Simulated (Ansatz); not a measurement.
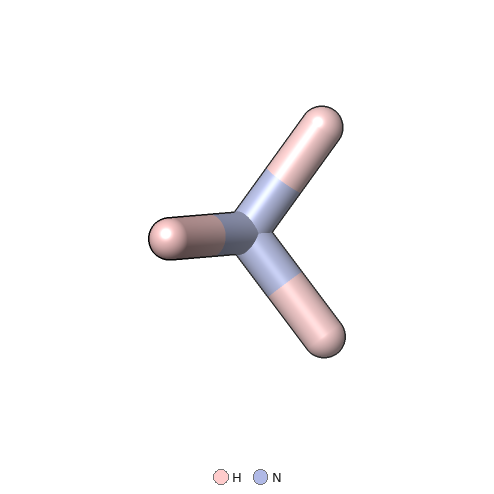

A stick model of a molecule. Every bond is drawn as one stick, whatever its order.

Computed geometry: PBE0-D4/def2-TZVP optimisation.

What does the picture show?

It has 4 atoms: 1 nitrogen and 3 hydrogen (NH₃). The point group is C3v. Coordination: 1 N trigonal pyramidal.

More results for the same structure follow; atom numbers are the same in all pictures, views and colours differ.

Geometry

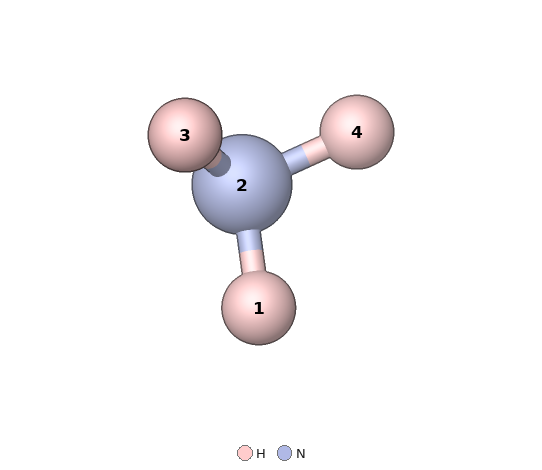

The atoms are numbered.

Give these bond angles: H1–N2–H3.

```
   angle  degrees
H1–N2–H3    107.1
```

Vibrations

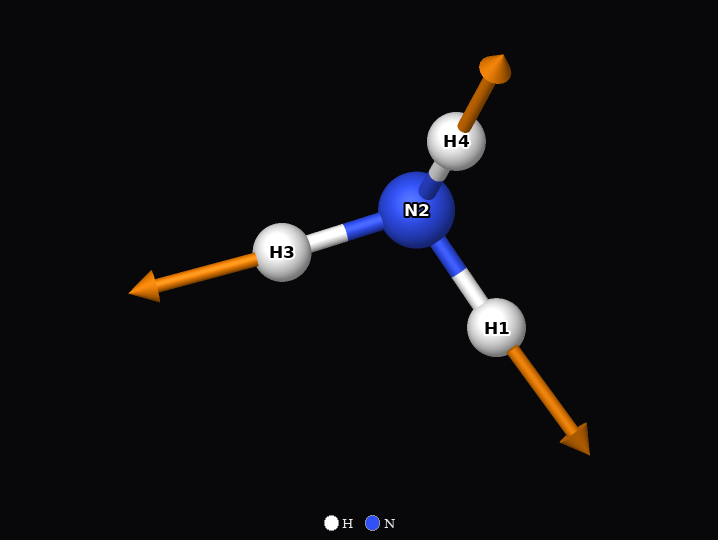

The arrows show one normal mode. Harmonic vibrations computed with RKS PBE0-D4/def2-TZVP (Ansatz 0.2.0) at a stationary point of the same level.

Question: Describe the motion.

Answer: Mostly in-phase stretching of 3 N–H bonds.

Question: At what wavenumber does it lie?

Answer: 3502 cm⁻¹; it is mode 4 of 6 counted from the lowest.

Charges

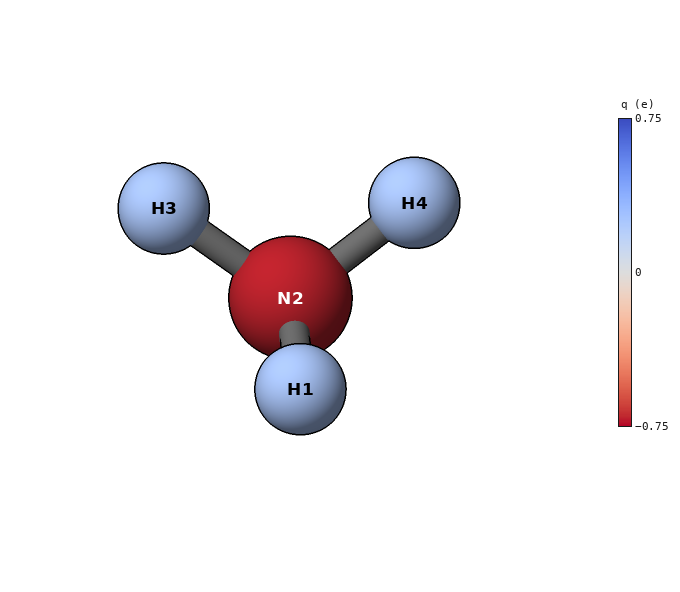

Atoms are coloured by their Mulliken charges. Properties computed with RKS PBE0-D4/def2-TZVP (Ansatz 0.2.0).

Give the Mulliken charges atom by atom.

| atom | value (e) |
| --- | --- |
| H1 | 0.23 |
| N2 | −0.70 |
| H3 | 0.23 |
| H4 | 0.23 |

Thermal motion

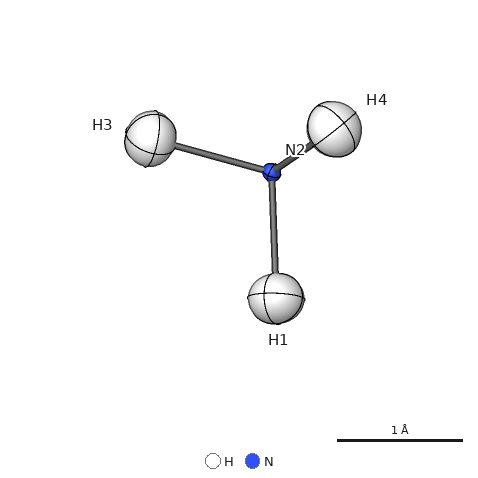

Displacement ellipsoids at the 50 % level, enlarged 2 times, from the internal vibrations of the free molecule (harmonic, no overall translation or rotation; no half-axis is drawn under 0.075 Å). Vibrations computed with RKS PBE0-D4/def2-TZVP (Ansatz 0.2.0). Temperature: 100 K.

List U_eq and the three principal root-mean-square amplitudes for each kind of atom.

| atom | U_eq (Å²) | rms amplitudes (Å) |
| --- | --- | --- |
| H1, H3, H4 | 0.0051 | 0.066, 0.073, 0.074 |
| N2 | 0.00011 | 0.008, 0.008, 0.014 |

Mulliken values depend strongly on the basis set and can even reverse the polarity of a bond.
